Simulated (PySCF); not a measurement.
C$_{4}$H$_{7}$BrOSi$_{2}$

The calculation's input:

```
{"job": {"kind": "uv", "xc": "B3LYP", "basis": "def2-SVPD", "nstates": 8, "ntriplets": 3}, "charge": 0, "multiplicity": 1}
O      4.190847     2.412195    -0.295179
C      4.012378     1.224391    -0.260400
C      2.745370     0.574571    -0.388498
C      1.670806     0.034244    -0.516271
Si     0.020201    -0.799347    -0.652454
Br     0.186283    -2.636908     0.605629
C     -1.342766     0.301239     0.047195
Si    -3.113414    -0.401440    -0.105050
H      4.844433     0.504365    -0.123636
H     -0.162287    -1.267449    -2.018868
H     -1.300736     1.265565    -0.459888
H     -1.134590     0.501787     1.099920
H     -4.044488     0.604283     0.402864
H     -3.366569    -0.668100    -1.524072
H     -3.209882    -1.641408     0.661142
```

Run with:

```sh
OMP_NUM_THREADS=1 python probes_run.py task.json out
```

Geometry: GFN2-xTB.

Method: PySCF, B3LYP/def2-SVPD, SCF density, gas phase.

What can the converged electron density and electron localisation function tell about the bonding?

Answer. C–C (1.21 Å): ρ at the midpoint is about 2.7 e/Å³; the ELF peaks at about 0.85 between the atoms; a multiple bond.
C–Si (1.85 Å): ρ is about 0.94 e/Å³ halfway; the ELF peaks at about 0.95 between the atoms, as expected for a covalent bond.
C–Si (1.91 Å): the density is about 0.89 e/Å³ at the midpoint; the ELF peaks at about 0.95 between the atoms (localised, covalent bonding).

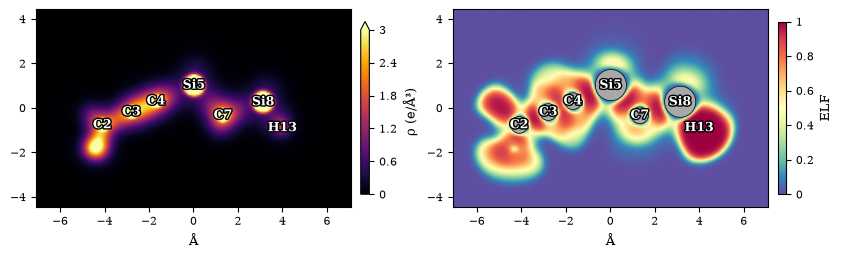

Computed electron density and electron localisation function on the plane of atoms C4, Si5 and C7, in this order. Grey discs cover the atomic cores in the ELF map. 
